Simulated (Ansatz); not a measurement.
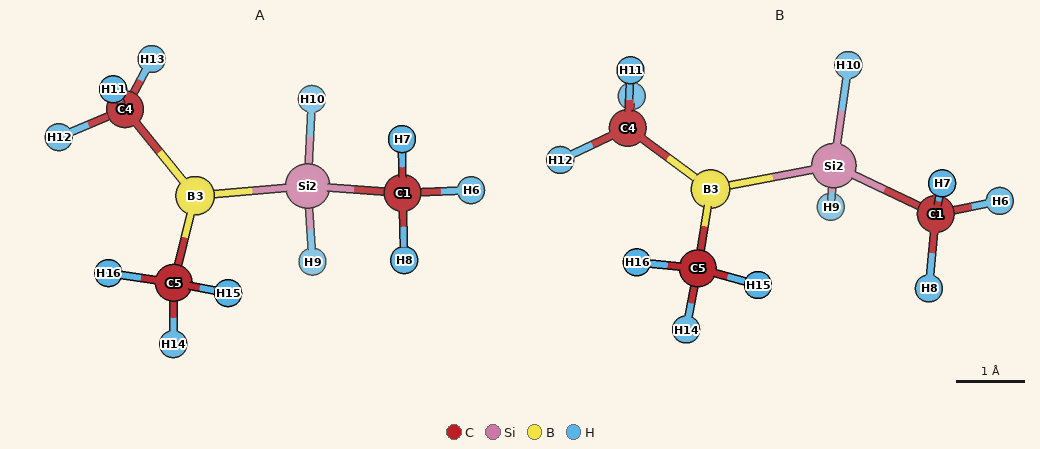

Two geometries of C3H11BSi, drawn at one scale. One is the start of a relaxation, the other its converged end. Style: ball-and-stick. Shown at a tilt.

Method: RKS PBE/def2-SVP (Ansatz 0.2.0). Settings: no spin polarisation; force threshold 0.015 eV/Å; at most 40 steps.

Which one is relaxed?

Answer. Structure B is the relaxed one. The run prepares an end point of a later path (torsion) calculation, from a guessed geometry. The largest move after the best rigid fit is that of H13, 1.09 Å. By element the largest moves are H 1.09 Å, C 0.47 Å, Si 0.37 Å, B 0.12 Å. Among the contacts that change: C4–H13 1.000 → 1.109 Å, C1–Si2 1.809 → 1.903 Å, Si2–B3 1.954 → 2.044 Å, B3–C4 1.644 → 1.572 Å. Bond angles that change, for instance: B3–C5–H14 112.7° → 103.9°, B3–C4–H12 106.3° → 114.7°, H11–C4–H13 112.9° → 105.4°. Groups turn about Si2–B3 by about 40°, B3–C4 by about 30°, B3–C5 by about 25°. The energy falls by 62.1 kJ/mol in 22 accepted moves (24 points after the start). Largest force component: 5.9 eV/Å at the start, 0.0092 eV/Å at the end. The line search rejected the trial steps at points 12, 20 of the run. The forces were under the threshold at step 21, but the run went on from there.
